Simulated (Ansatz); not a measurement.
# CH4B2Cl: the cost of one run

Method: RHF/def2-SVPD; program: Ansatz 0.2.0.

### Step 1. Starting geometry

SMILES `BB([CH2-])Cl`, 8 atoms, charge -1, spin multiplicity 1.

Atoms are counted from 1 here; the program's logs count them from 0.

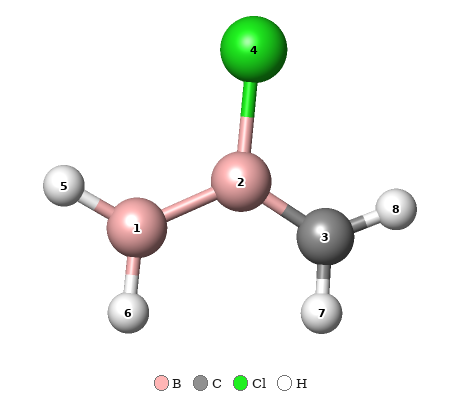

Start geometry, drawn with boron pink, carbon grey, chlorine green, hydrogen white; atoms are numbered from 1 in the order of the file.

As a file:

```csv
atom,x (Å),y (Å),z (Å)
B1,-0.3246,1.3684,-0.2179
B2,-0.1434,-0.2788,-0.3789
C3,0.4925,-1.1226,0.6413
Cl4,-0.7840,-1.1406,-1.9671
H5,-0.8397,2.1327,-1.0336
H6,0.0830,1.9278,0.8028
H7,0.8763,-0.6694,1.5737
H8,0.6399,-2.2174,0.5796
```

This geometry comes from a loose relaxation at PBE in a small basis, which is not shown.

### Step 3. The grid

- umbrella angle at C3 (between each of its bonds and their common axis; 90 is planar): 15 values from 66.0 to 114.0 °
- change of the bonds C3–B2, C3–H7, C3–H8, all alike: 15 values from −0.133 to 0.205 Å

Nothing else is relaxed (all other coordinates rigid). Energies count from the relaxed molecule at the same level. Points are written as (first, second).

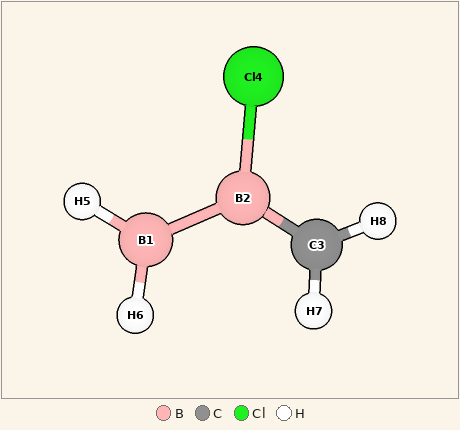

The geometry at (103.7°, −0.012 Å).

(The set-up runs are not shown.)

### Step 4. The run at (103.7°, −0.012 Å)

File input.yaml:

```yaml
crystal:
  periodic: [false, false, false]
  atoms:
    - { symbol: B, position_ang: [0.215388, 1.417154, -0.402309] }
    - { symbol: B, position_ang: [0.199227, -0.27651, -0.460686] }
    - { symbol: C, position_ang: [0.497004, -1.131607, 0.647668] }
    - { symbol: Cl, position_ang: [-0.259842, -1.095568, -2.170915] }
    - { symbol: H, position_ang: [-0.030955, 2.166754, -1.326202] }
    - { symbol: H, position_ang: [0.492796, 1.986076, 0.636883] }
    - { symbol: H, position_ang: [1.089704, -0.675133, 1.421133] }
    - { symbol: H, position_ang: [0.854745, -2.1304, 0.46779] }
total_charge: -1
basis:
  gaussian: { orbitals: def2-SVPD }
hamiltonian:
  xc: hf
output:
  forces: true
```

Started as:

```
ansatz run input.yaml --threads 1 --pin off --max-ram 2560MiB --backend cpu --events-out ev --progress --plain --runs-dir out
```

Q: Estimate wall time and peak memory on 1 thread of Arm Neoverse V1, shared host.

About 2.2 s, with a peak of 0.21 GiB.
